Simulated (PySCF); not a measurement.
# C6H6FN (4-amino-1-fluorobenzene): the cost of one run

Programs: PySCF 2.14.0, with density-fitted response routines of our own. Each step states its level of theory. These are calculated values for one molecule, in the gas phase or a continuum, unless marked as measured. Atoms are numbered from 0 throughout.

## 1. Starting geometry

14 atoms, charge 0, multiplicity 1; geometry from: GFN2-xTB. The atoms were then displaced at random by about 0.01 Å, so the start is not that level's minimum.

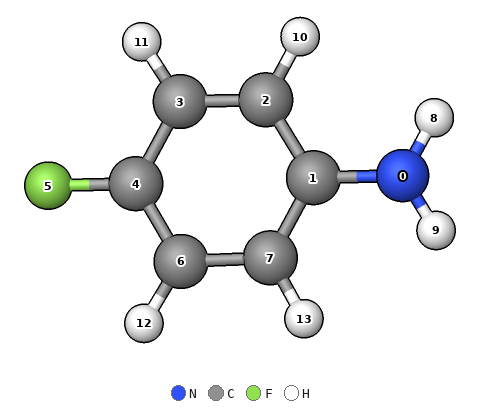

As it starts; nitrogen blue, carbon grey, fluorine green, hydrogen white, atoms numbered.

## 2. Relaxing the molecule at PBE0-D3(BJ)/def2-SVP

What the job is given:

```
{"job": {"xc": "PBE0", "basis": "def2-SVP", "d3": "d3bj", "grid": 1, "shake": 0.01, "kind": "geom"}, "charge": 0, "multiplicity": 1}
N      2.317410    -0.257810     0.110140
C      0.922030    -0.095920     0.025880
C      0.311230     1.155350     0.204840
C     -1.009390     1.293670     0.204040
C     -1.827770     0.161270     0.004190
F     -3.178210     0.300120     0.004260
C     -1.255060    -1.083840    -0.173350
C      0.125660    -1.201110    -0.172240
H      2.842390     0.606630    -0.012950
H      2.685110    -1.068390    -0.290740
H      0.947700     2.022660     0.372560
H     -1.505070     2.253630     0.355190
H     -1.930490    -1.928330    -0.334050
H      0.547310    -2.173020    -0.305540
```

Run with:

```bash
OMP_NUM_THREADS=1 python probes_run.py task.json out
```

The driver reads the jobs from task.json and runs them one after another.

**Question.** How long does this first job take on 1 thread of Intel Xeon 6975P-C, shared host, and how much memory does it need?

About 54 s, with a peak of 0.62 GiB.
